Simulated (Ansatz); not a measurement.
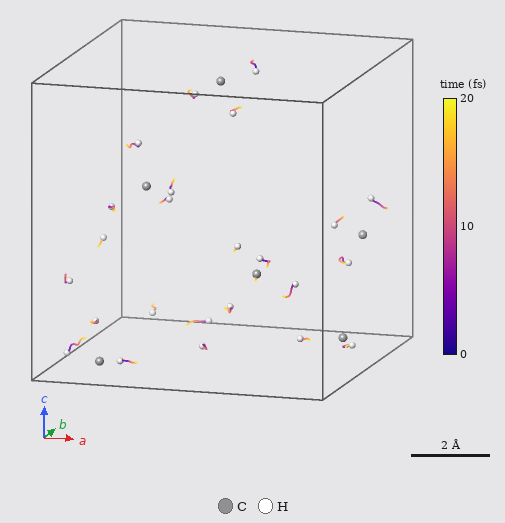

Molecular dynamics of a periodic cell with 6 CH4 at 0.325 g/cm³, 20 fs long. It starts from the last geometry of an earlier run, with fresh velocities. Lines trace each atom's path, coloured by time; spheres stand at the starting positions. Seen slightly off an axis in the simulation cell.

Method: DFT r2SCAN-D3(BJ), scalar-relativistic, plane waves, PAW (Ansatz 0.2.0). Settings: plane-wave cutoff 500 eV; k-point mesh 1 × 1 × 1; Fermi-Dirac smearing 0.02 eV; Langevin thermostat (NVT); set temperature 400 K; time step 0.5 fs; friction 0.01 per fs.

The input:
```yaml
crystal:
  lattice:
    - [7.891236, 0.0, 0.0]
    - [0.0, 7.891236, 0.0]
    - [0.0, 0.0, 7.891236]
  atoms:
    - { symbol: C, position: [0.53530777, 0.36982165, 0.96357713] }
    - { symbol: H, position: [0.60363254, 0.28668308, 0.87733396] }
    - { symbol: H, position: [0.43025117, 0.42598599, 0.90156365] }
    - { symbol: H, position: [0.62605344, 0.46749407, 0.98153991] }
    - { symbol: H, position: [0.48901573, 0.31608904, 1.08107343] }
    - { symbol: C, position: [0.74151185, 0.10364053, 0.38521916] }
    - { symbol: H, position: [0.71074456, 0.23865823, 0.40639378] }
    - { symbol: H, position: [0.70055592, 0.02507082, 0.49251796] }
    - { symbol: H, position: [0.8793219, 0.08742133, 0.36370111] }
    - { symbol: H, position: [0.65906857, 0.07549393, 0.27638329] }
    - { symbol: C, position: [0.23027592, 1.01031506, 0.07803007] }
    - { symbol: H, position: [0.10950172, 0.98829028, 0.02430286] }
    - { symbol: H, position: [0.21826371, 1.00740753, 0.21394832] }
    - { symbol: H, position: [0.26110072, 1.1393342, 0.05350746] }
    - { symbol: H, position: [0.3233256, 0.92191238, 0.02545329] }
    - { symbol: C, position: [0.94946897, 0.3890986, 0.12383791] }
    - { symbol: H, position: [1.0121023, 0.38359329, 0.25421538] }
    - { symbol: H, position: [0.81770554, 0.34026204, 0.12211061] }
    - { symbol: H, position: [1.02401164, 0.31627505, 0.0277094] }
    - { symbol: H, position: [0.93952801, 0.52362211, 0.06929711] }
    - { symbol: C, position: [0.32203211, 0.23440276, 0.62507916] }
    - { symbol: H, position: [0.22028918, 0.17533331, 0.5622947] }
    - { symbol: H, position: [0.28515957, 0.26430398, 0.76109756] }
    - { symbol: H, position: [0.3649761, 0.34987695, 0.55923412] }
    - { symbol: H, position: [0.43304973, 0.1498505, 0.63025809] }
    - { symbol: C, position: [0.91202123, 0.72866815, 0.39548292] }
    - { symbol: H, position: [0.84782177, 0.77899638, 0.28569634] }
    - { symbol: H, position: [0.85014775, 0.61376152, 0.44788005] }
    - { symbol: H, position: [0.91268328, 0.81937627, 0.49899542] }
    - { symbol: H, position: [1.03275816, 0.68990321, 0.33571573] }
basis:
  ecutwfc: 500.0
kpoints:
  mp_grid: { grid: [1, 1, 1] }
hamiltonian:
  xc: r2scan
  dispersion: d3bj
scf:
  occupations: { method: fermi_dirac, width: 0.02 }
  lower_state_search: "off"
md:
  timestep: 0.5
  n_steps: 40
  ensemble: nvt_langevin
  temperature: 400.0
  initial_velocities: maxwell_boltzmann
  seed: 862798
  friction: 0.01
```

Launched with:
```bash
ansatz run input.yaml --threads 1 --pin off --max-ram 3072MiB --backend cpu --events-out ev --progress --plain --runs-dir out
```

Question: How do the atoms move?

Answer: In the second half of the run the atoms are, in the root-mean-square, this far from where they began (common drift taken out): H 0.32 Å, C 0.10 Å. The heavy atoms stay within a fraction of a molecule's size of their starting places; so short a run doesn't tell a liquid from a solid. Over the second half the temperature averages 362 K (spread ±34 K). The potential energy is still drifting at the end, so the run hasn't reached equilibrium. The potential energy in the second half lies on average 8.7 meV per atom above the first frame.

Limits of the set-up: the periodic images lie only 7.9 Å apart, so the values are limited by the cell's size.

The run took 20 min on 1 thread of Arm Neoverse V1, with other jobs on the host, peak memory 1.4 GiB.
